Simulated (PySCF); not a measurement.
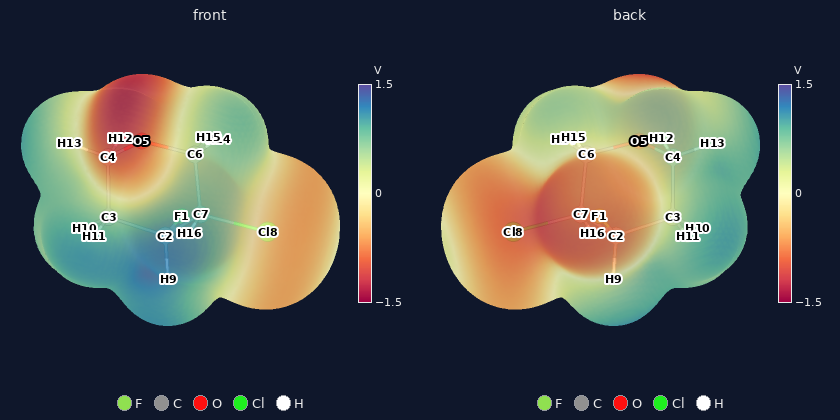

C5H8ClFO. The molecular electrostatic potential painted on the density surface at 0.002 e/bohr³, seen from the front and from behind; the colour scale runs from red (negative) to blue (positive).

Geometry: GFN2-xTB.

Method: PBE0/pcSseg-1, SCF density, gas phase, non-relativistic (PySCF).

```xyz
16

F     0.5378   -1.0593   -1.5746
C     0.4537   -1.1114   -0.1992
C    -1.0115   -0.9582    0.2103
C    -1.4899    0.4521   -0.1493
O    -0.6846    1.4429    0.4509
C     0.6474    1.3713    0.0088
C     1.2643    0.0299    0.4129
Cl    2.9651   -0.0507   -0.1104
H     0.8627   -2.0876    0.0891
H    -1.6156   -1.7007   -0.3111
H    -1.0954   -1.1186    1.2851
H    -1.4782    0.5716   -1.2423
H    -2.5018    0.6245    0.2205
H     1.1783    2.1990    0.4816
H     0.7034    1.4800   -1.0841
H     1.2567   -0.0758    1.5004
```

**Where is the surface potential most negative and most positive?**

The most negative region (about −1.3 V) lies over O5, the most positive (about +1.2 V) over C2, C7, H11 and H16. Cl8 shows a σ-hole: about +0.2 V at the tip opposite its bond, against about −0.6 V on its flanks. O5 is the likeliest acceptor of a hydrogen bond.
